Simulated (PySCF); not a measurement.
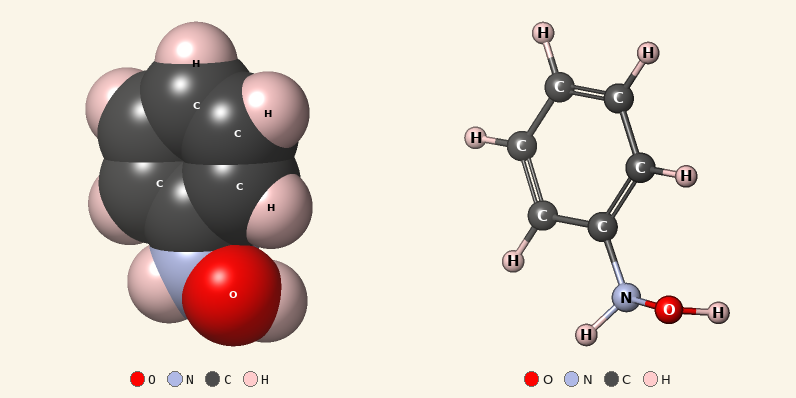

Two views of one molecule.

Computed geometry: GFN2-xTB optimisation. No frequency run is at hand to confirm it as a minimum.

What does the picture show?

Formula C6H7NO. SMILES: `ONc1ccccc1`. Independent rings (smallest set): 1 of 6 members, 1 of them aromatic. The point group is C1. Coordination: 1 O bent; 1 N trigonal pyramidal; 6 C trigonal planar.

More results for the same structure follow; atom numbers are the same in all pictures, views and colours differ.

Shape

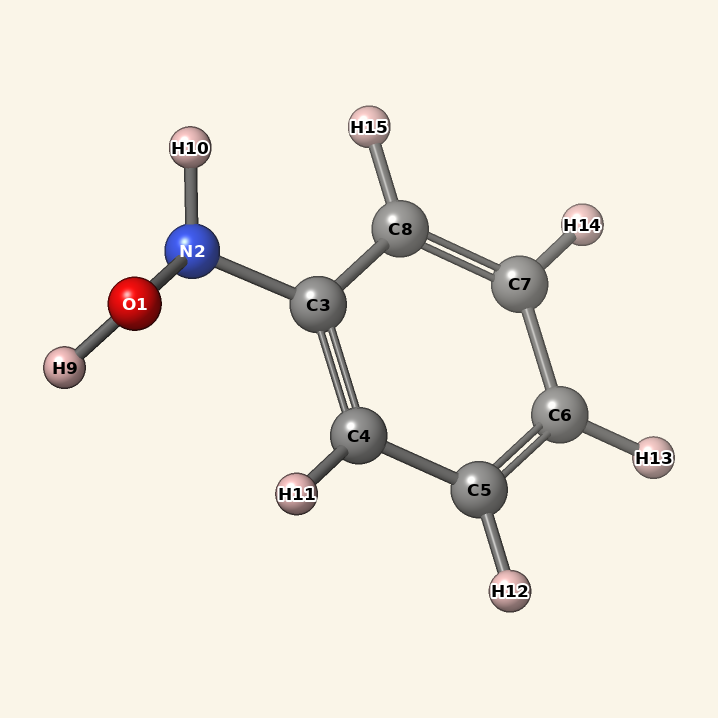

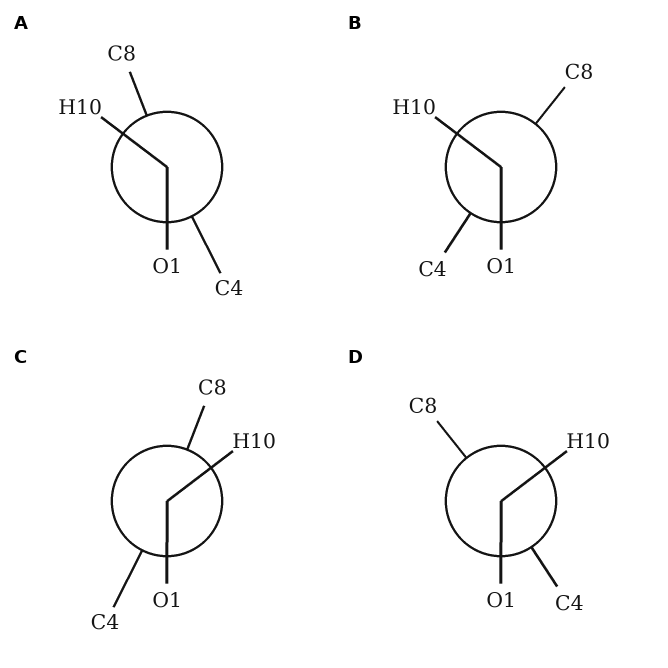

Depth is shown by fading: the farther an atom, the more it takes the colour of the background. Bonds that would overlap in a projection are set slightly apart. No frequency run is at hand to confirm it as a minimum.

Which Newman projection shows the view along N2–C3, with N2 in front?

C. The torsion angle O1–N2–C3–C4 is 27°, synperiplanar.

Dipole moment

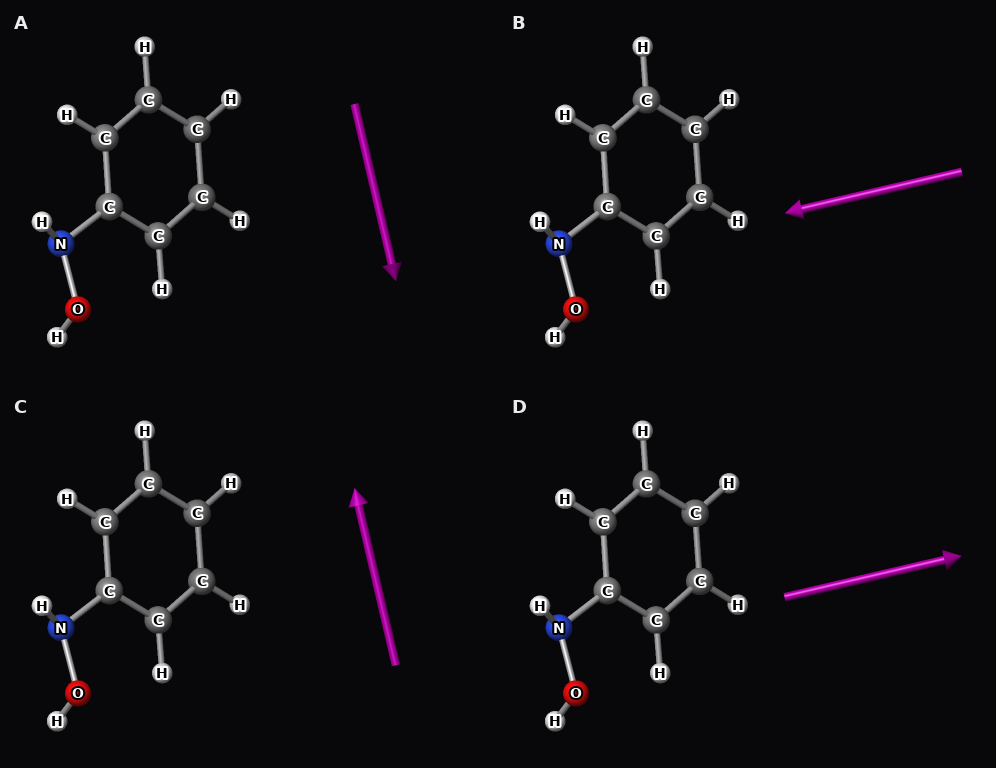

The same molecule four times, each with an arrow. No frequency run is at hand to confirm it as a minimum. Method: PBE0/pcSseg-1, gas phase (PySCF 2.14.0).

Which arrow points along the dipole moment, from the negative to the positive end?

B. The dipole moment is 1.00 D.

Quadrupole coupling

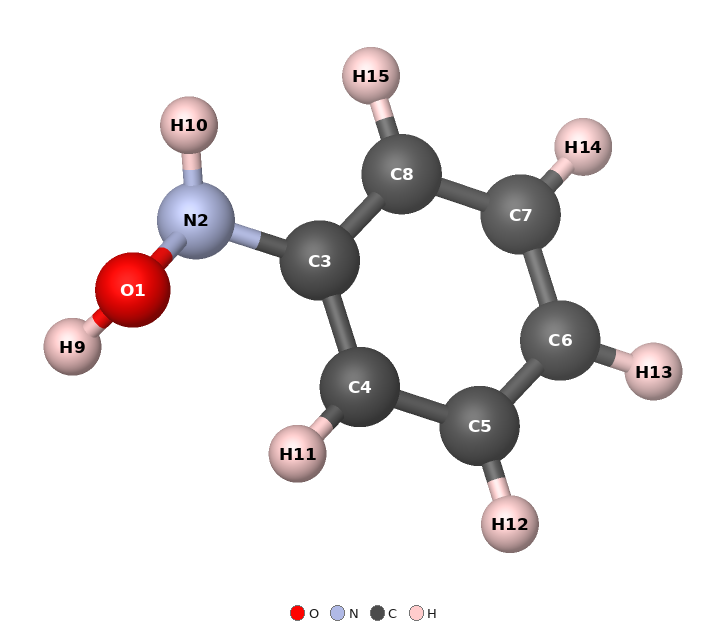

No frequency run is at hand to confirm it as a minimum. Electric field gradients from the ground-state density, PBE0/pcSseg-1 (PySCF 2.14.0), non-relativistic apart from any core potentials.

Give the largest field-gradient component, the quadrupole coupling constant and the asymmetry for 17O at O1 (Q = −25.6 mb), 14N at N2 (Q = 20.44 mb), 2H at H9 (Q = 2.86 mb), 2H at H10 (Q = 2.86 mb).

```
atom  V_zz (a.u.)  e²qQ/h (MHz)     η
  O1        2.442        −14.69  0.98
  N2       −1.547         −7.43  0.68
  H9        0.446         0.300  0.18
 H10        0.384         0.258  0.22
```

NMR shielding

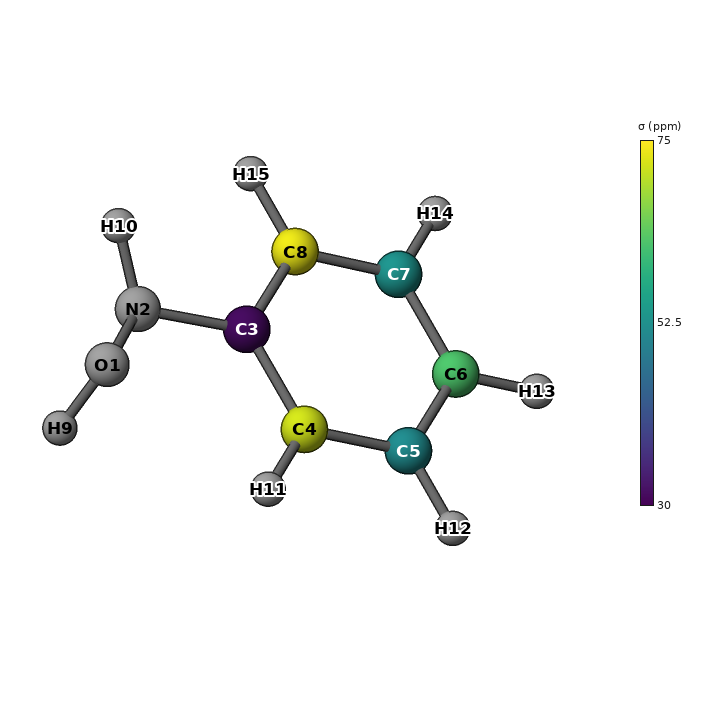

Atoms are coloured by their isotropic NMR shieldings (C only, the others grey). No frequency run is at hand to confirm it as a minimum. Method: GIAO PBE0/pcSseg-1 NMR shielding, non-relativistic, gas phase (PySCF 2.14.0).

Give the isotropic NMR shieldings of the C atoms atom by atom.

```csv
atom,σ (ppm)
C3,31.5
C4,71.8
C5,51.6
C6,62.5
C7,52.9
C8,73.4
```
